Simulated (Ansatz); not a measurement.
System: H$_{5}$P.

The calculation's input:

```
crystal:
  periodic: [false, false, false]
  atoms:
    - { symbol: H, position_ang: [0.0037, -0.2145, -1.9356] }
    - { symbol: H, position_ang: [-0.1442, 0.3075, -2.4995] }
    - { symbol: P, position_ang: [0.4144, 0.325, 1.3654] }
    - { symbol: H, position_ang: [0.7637, -0.6213, 0.415] }
    - { symbol: H, position_ang: [-0.651, 0.7826, 0.607] }
    - { symbol: H, position_ang: [-0.3867, -0.5794, 2.0477] }
magnetization:
  spin_polarized: true
basis:
  gaussian: { orbitals: "6-31G" }
hamiltonian:
  xc: pbe
relax:
  f_tol: 0.02
  max_steps: 40
output:
  orbitals: {}
```

Launched as:

```sh
ansatz run input.yaml --threads 1 --pin off --max-ram 2048MiB --backend cpu --events-out ev --progress --plain --runs-dir out
```

The fields are those of the relaxed geometry.

At this geometry the atoms fall into two loosely joined parts.

Level of theory: UKS PBE/6-31G (Ansatz).

Question: Predict the electron density and electron localisation function between the atoms.

Answer: P–H (1.46 Å): ρ at the midpoint is about 0.88 e/Å³; the ELF climbs to about 1 towards the hydrogen, as it does in any bond to H.

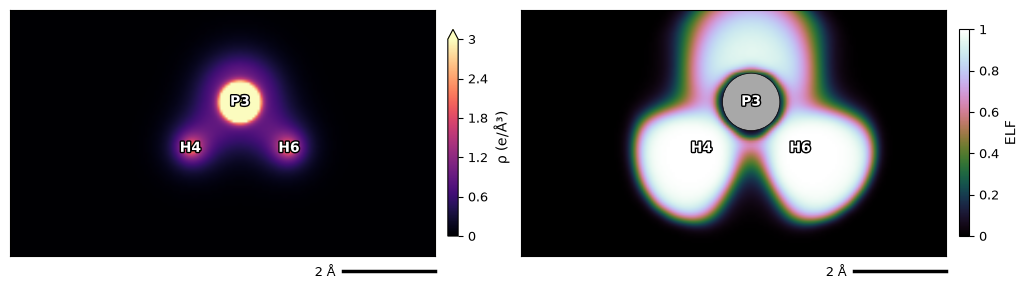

Computed electron density and electron localisation function on the plane of atoms H4, P3 and H6, in this order. Grey discs cover the atomic cores in the ELF map. 
